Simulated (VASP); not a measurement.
Band structure of W (relaxed from the hcp structure, space group P6_3/mmc). Level of theory: r2SCAN meta-GGA, VASP's PBE PAW potentials (set 64) (plane waves; VASP 6.6.1).

Unless said otherwise, spin-orbit coupling is left out, though it shifts the bands of the heavy elements here.

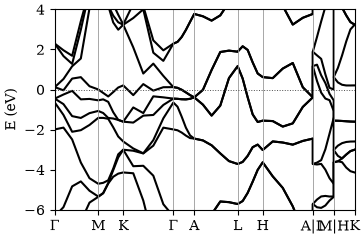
*Bands along high-symmetry lines, zero at the valence-band maximum or, without a gap, the Fermi level*

Q: Read the plot: is there a gap, and where are the band edges?

A: It has no gap at this level: it comes out as a metal or semimetal.

The structure was generated: W was put into the hcp type (P6_3/mmc), which need not be its known phase. It was relaxed first.
